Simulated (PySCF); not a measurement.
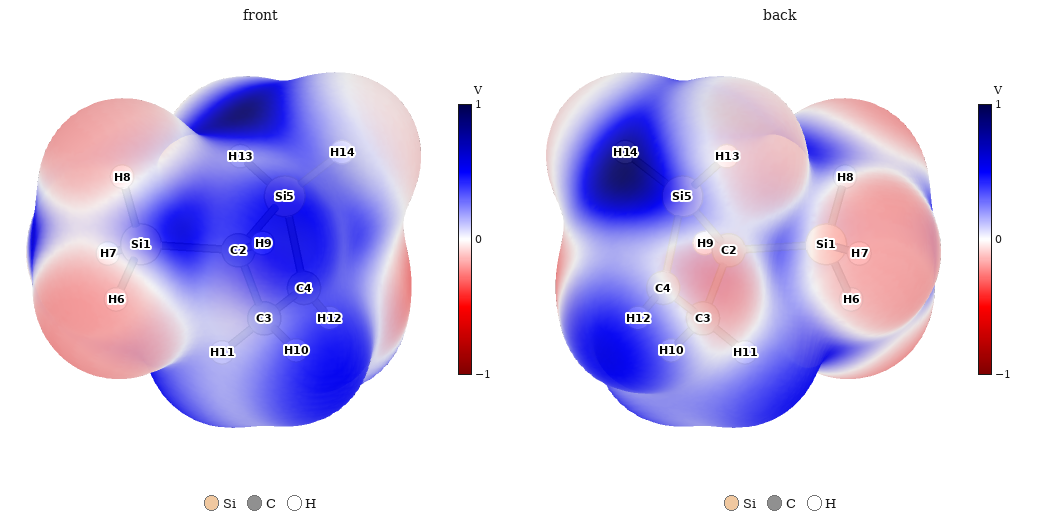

Figure. C3H9Si2 (SMILES [SiH3][C@H]1C[CH][SiH2]1) (doublet). The electrostatic potential painted on the density surface at 0.001 e/bohr³, seen from the front and from behind; the colour scale runs from red (negative) to blue (positive).

Geometry: GFN2-xTB.

Level of theory: UKS B3LYP, pcH-1 on C H Si, non-relativistic, mean-field spin-orbit, GIAO (PySCF 2.14.0, density-fitted response routines).

```xyz
14

Si    1.9281    0.4157    0.0182
C     0.1638    0.1414   -0.5984
C    -0.4451   -1.2266   -0.2079
C    -1.6617   -0.7410    0.4879
Si   -1.3052    1.0599    0.2538
H     2.8322   -0.5724   -0.5830
H     1.9703    0.2512    1.4744
H     2.3768    1.7620   -0.3432
H     0.1447    0.2741   -1.6818
H    -0.6651   -1.8682   -1.0690
H     0.1999   -1.8219    0.4510
H    -2.3768   -1.3796    0.9811
H    -0.9844    1.8714    1.4324
H    -2.1780    1.8335   -0.6378
```

> Describe the electrostatic potential map.

The most negative region (about −0.2 V) lies over C4, H6 and H7, the most positive (about +0.9 V, or +21 kcal/mol for a unit charge) over Si5.
